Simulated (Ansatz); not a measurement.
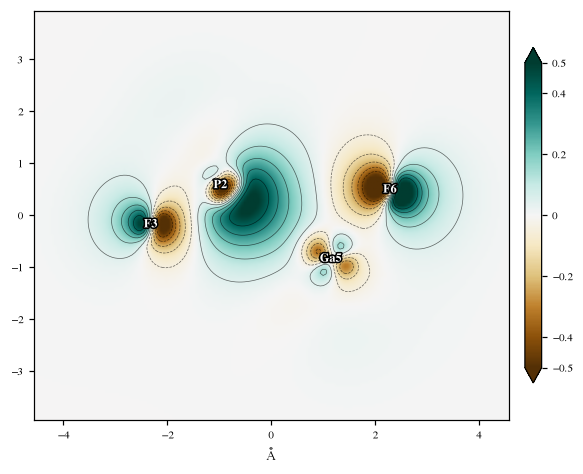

Figure 1: F₆GaP (SMILES F[P+](F)(F)[Ga-]([F])([F])[F]). One frontier orbital on the plane of atoms F3, P2 and Ga5 (values in Å⁻³ᐟ²; the overall sign is arbitrary).

Geometry: PBE0-D4/def2-TZVP.

The calculation used Ansatz, RKS PBE0-D4/def2-TZVPP.

```xyz
8

F     0.8986   -1.5210    1.4072
P     0.7954   -0.7474    0.0794
F     0.7707   -1.9071   -0.9338
F     2.2436   -0.2487   -0.0820
Ga   -1.0650    1.0007   -0.1066
F    -0.5320    2.0092    1.2139
F    -0.7117    1.5052   -1.7392
F    -2.3997   -0.0909    0.1611
```

### Which orbital is it: HOMO or LUMO?

The HOMO, at −10.60 eV. Its weight (Hirshfeld) is mainly on P2 (about 30 %), F6 (about 15 %), F7 (about 15 %), F8 (about 15 %), Ga5 (about 10 %), F1 (about 5 %), F3 (about 5 %) and F4 (about 5 %).
